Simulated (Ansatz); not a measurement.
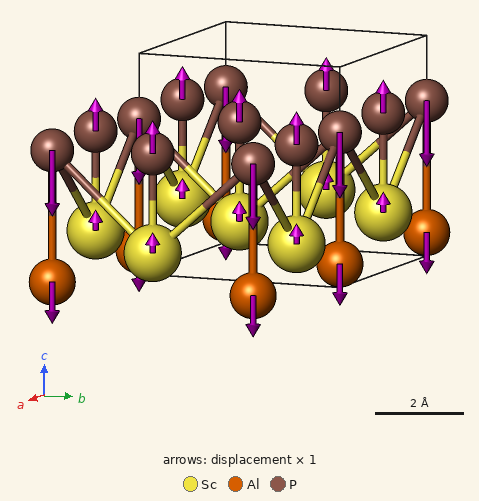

This is a relaxation of solid Sc$_{2}$AlP$_{3}$ (a generated structure, set up in P4mm) (coarse preliminary run). The starting structure is drawn; purple arrows show the displacements (the part carried along by the change of the cell is left out), at their true length.

The picture is a ball-and-stick view of the cell of the calculation, repeated 2 × 1 × 1 with one cell outlined, seen slightly off an axis.

Level of theory: Ansatz 0.2.0, DFT PBE, scalar-relativistic, plane waves, PAW.

Input
```yaml
crystal:
  lattice:
    - [4.97388037, 0.0, 0.0]
    - [0.0, 4.97388037, 0.0]
    - [0.0, 0.0, 5.07494587]
  atoms:
    - { symbol: Sc, position: [0.5, 0.0, 0.26901348] }
    - { symbol: Sc, position: [0.0, 0.5, 0.26901348] }
    - { symbol: Al, position: [0.0, 0.0, 0.10672284] }
    - { symbol: P, position: [0.5, 0.0, 0.71970607] }
    - { symbol: P, position: [0.0, 0.5, 0.71970607] }
    - { symbol: P, position: [0.0, 0.0, 0.70374522] }
basis:
  ecutwfc: 420
kpoints:
  mp_grid: { grid: [4, 4, 4] }
hamiltonian:
  xc: pbe
scf:
  occupations: { method: gaussian, width: 0.1 }
  lower_state_search: "off"
output:
  forces: true
  stress: true
  eigenvalues: true
relax:
  adjacent_minimum: "off"
  f_tol: 0.04
  max_steps: 70
  cell: { stress_tol: 0.4 }
```

Run as
```bash
ansatz run input.yaml --threads 1 --pin off --max-ram 2560MiB --backend cpu --events-out ev --progress --plain --runs-dir out
```

Q: What happened in the run?

A: The energy falls by 956 meV per atom in 10 accepted moves (11 points after the start). Largest force component: 6.1 eV/Å at the start, 0.0021 eV/Å at the end. The pressure goes from 12.24 to 0.03 GPa. The SCF was repeated once at an unchanged geometry on a basis and grid sized afresh for the cell, which shifted the energy by 0.3 meV per atom at most. P6 moves most relative to the cell: 1.53 Å along −c. By element the largest moves are P 1.53 Å, Al 0.97 Å, Sc 0.48 Å. The volume changes by +6.9 %, with a = b 4.974 → 5.083 Å (+2.2 %), c 5.075 → 5.195 Å (+2.4 %). Some distances before and after: P4–P6 2.488 → 3.486 Å, Sc1–Al3 2.620 → 3.424 Å, Sc1–P6 3.325 → 2.553 Å, Al3–P4 3.169 → 2.555 Å. Bond angles that change, for instance: P6–Sc1–P6 96.8° → 169.0°, Sc1–P6–Sc1 96.8° → 169.0°, P4–Sc1–P6 131.6° → 95.5°. The space group stays P4mm (No. 99).
